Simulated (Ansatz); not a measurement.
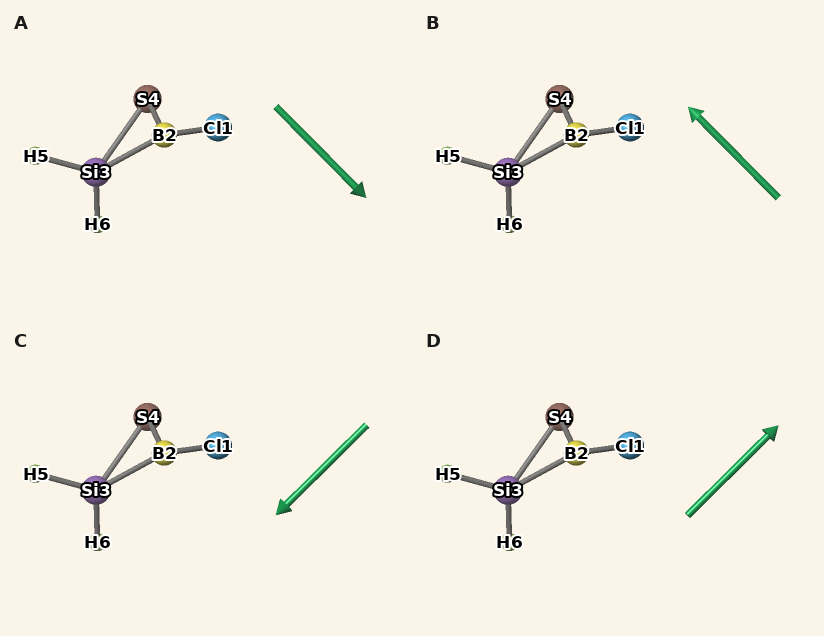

The same molecule four times, each with an arrow. Computed geometry: PBE-D4/def2-SVP optimisation. No frequency run is at hand to confirm it as a minimum. Properties computed with RKS PBE-D4/def2-SVP (Ansatz 0.2.0).

Question: Which arrow points along the dipole moment, from the negative to the positive end?

Answer: C. The dipole moment is 1.10 D; it points from the side of Cl1 to the side of H5, H6 (the outermost atoms at the two ends).
